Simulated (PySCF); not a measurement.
# Run report: C$_{3}$H$_{8}$N$_{2}$Si, NMR shielding calculation

C$_{3}$H$_{8}$N$_{2}$Si, computed with GIAO PBE0/pcSseg-1 NMR shielding, non-relativistic, gas phase (PySCF 2.14.0).

The geometry comes from this level: GFN2-xTB. It belongs to a series of runs on one base structure; here: terminal N group replaced by H. Figures and captions count atoms from 1; the log counts them from 0 in places.

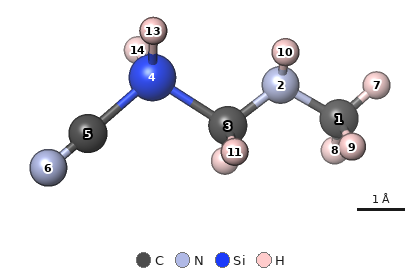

*The input geometry (ball-and-stick view, seen at a tilt; atoms are numbered from 1 in the order of the input).*

Bond lengths as drawn: C–H 1.09 to 1.10 Å, C–N 1.15 to 1.45 Å, C–Si 1.87 to 1.90 Å, H–N 1.02 Å and H–Si 1.46 to 1.47 Å.

## Key numbers

- outcome: converged
- total energy: −517.672272 hartree
- HOMO: −6.89 eV
- LUMO: −0.34 eV
- dipole moment: 4.13 D
- isotropic shielding, C: 63.6 to 145.8 ppm
- isotropic shielding, N: −98.0 to 232.9 ppm
- isotropic shielding, Si: 424.0 ppm
- isotropic shielding, H: 27.3 to 32.1 ppm
- hardware: 1 CPU thread, shared host
- wall time: 32 s
- peak memory: 0.7 GiB

## The input
```
{"job": {"kind": "nmr", "xc": "PBE0", "basis": "pcSseg-1"}, "charge": 0, "multiplicity": 1}
C     -2.333776    -0.111500    -0.358906
N     -1.053818    -0.450200     0.230345
C      0.064016     0.225941    -0.406111
Si     1.699638    -0.401707     0.341837
C      3.065843     0.537444    -0.523077
N      3.904510     1.112312    -1.051157
H     -3.122714    -0.632891     0.180423
H     -2.339861    -0.448608    -1.396048
H     -2.549621     0.967945    -0.346991
H     -1.070388    -0.223637     1.220326
H     -0.016582     1.325705    -0.343345
H      0.028089    -0.022195    -1.471789
H      1.810531    -0.055295     1.763660
H      1.913456    -1.823787     0.083907
```

The first line tells a small driver script what to run in PySCF; the rest is the geometry in Å.

Launched with:
```bash
OMP_NUM_THREADS=1 python <driver script> task.json out
```

## What the program printed
```
coarse grid: 11968 points
cycle   1  E = -517.5886161581  dE =  4.380e-01  |g| = 4.444e-01  |ddm| = 3.266e+00
cycle   2  E = -517.4895247241  dE =  9.909e-02  |g| = 8.050e-01  |ddm| = 9.114e-01
cycle   3  E = -517.6340606064  dE = -1.445e-01  |g| = 1.612e-01  |ddm| = 5.550e-01
cycle   4  E = -517.6393772800  dE = -5.317e-03  |g| = 4.532e-02  |ddm| = 1.254e-01
cycle   5  E = -517.6398045201  dE = -4.272e-04  |g| = 1.173e-02  |ddm| = 3.864e-02
cycle   6  E = -517.6398325836  dE = -2.806e-05  |g| = 3.089e-03  |ddm| = 1.099e-02
cycle   7  E = -517.6398345173  dE = -1.934e-06  |g| = 6.050e-04  |ddm| = 2.558e-03
final grid: 110512 points
cycle   8  E = -517.6722591718  dE = -2.277e-05  |g| = 7.057e-03  |ddm| = 1.971e-02
cycle   9  E = -517.6722540564  dE =  5.115e-06  |g| = 8.446e-03  |ddm| = 1.301e-02
cycle  10  E = -517.6722711976  dE = -1.714e-05  |g| = 1.533e-03  |ddm| = 7.230e-03
cycle  11  E = -517.6722716711  dE = -4.734e-07  |g| = 4.608e-04  |ddm| = 1.012e-03
cycle  12  E = -517.6722717141  dE = -4.306e-08  |g| = 1.159e-04  |ddm| = 3.409e-04
cycle  13  E = -517.6722717168  dE = -2.684e-09  |g| = 3.087e-05  |ddm| = 9.242e-05
cycle  14  E = -517.6722717170  dE = -1.965e-10  |g| = 6.316e-06  |ddm| = 3.064e-05
```

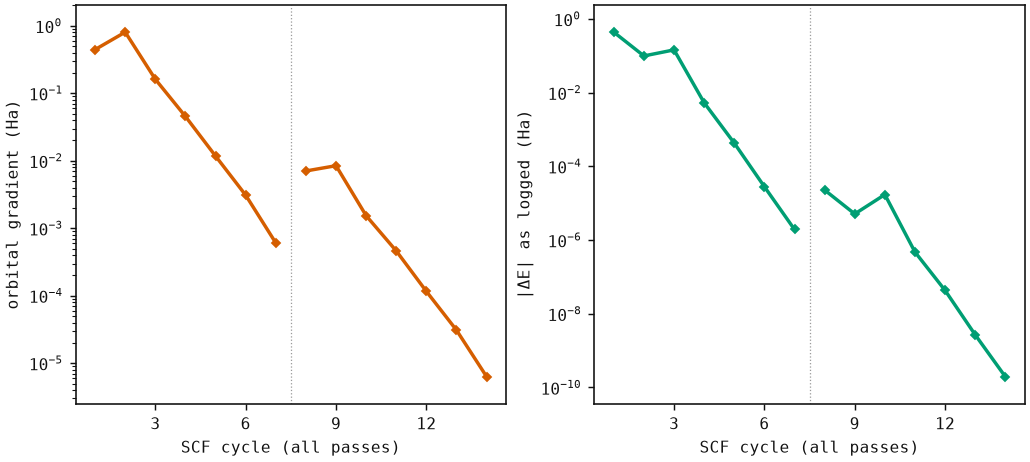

*Convergence of the self-consistent field: orbital gradient and size of the energy change against the SCF cycle. The dotted line marks the change from a coarse to the final integration grid.*

The first 7 cycles use a coarse grid, the final grid takes over at cycle 8, and the field converges after 14 cycles in all.

```
converged SCF energy = -517.6722717170

GIAO shielding tensors (ppm)
atom      isotropic    diamagn.    paramagn.     s11        s22        s33       span
  0 C      143.035     244.362    -101.328    117.675    126.578    184.853     67.178
  1 N      232.922     320.075     -87.153    194.728    227.573    276.466     81.738
  2 C      145.838     252.271    -106.433    117.249    132.136    188.129     70.880
  3 Si     423.989     879.156    -455.166    385.737    425.630    460.601     74.863
  4 C       63.621     261.663    -198.042    -50.598    -47.263    288.725    339.323
  5 N      -98.018     337.057    -435.075   -298.349   -294.907    299.202    597.550
  6 H       28.743      28.115       0.628     24.318     26.226     35.685     11.366
  7 H       29.267      29.229       0.037     25.229     27.357     35.214      9.985
  8 H       29.179      29.089       0.091     25.152     27.036     35.350     10.198
  9 H       32.053      34.780      -2.727     22.378     32.999     40.783     18.404
 10 H       28.967      32.602      -3.634     24.888     27.939     34.076      9.188
 11 H       29.256      32.626      -3.370     25.577     28.782     33.407      7.830
 12 H       27.452      28.272      -0.820     24.045     26.203     32.108      8.064
 13 H       27.324      27.770      -0.446     23.987     25.719     32.266      8.279
```

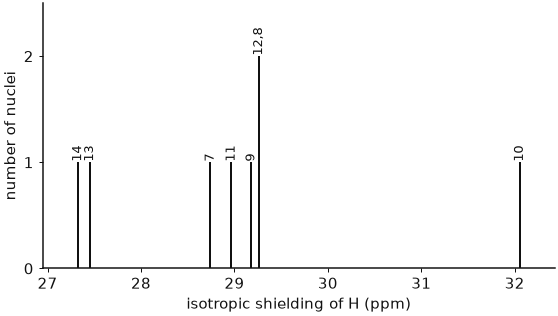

*Isotropic shieldings of the hydrogen nuclei in this fixed geometry, labelled by atom number; shielding grows to the right, so chemical shift grows to the left.*

The least shielded is H14 (27.3 ppm), the most shielded H10 (32.1 ppm).
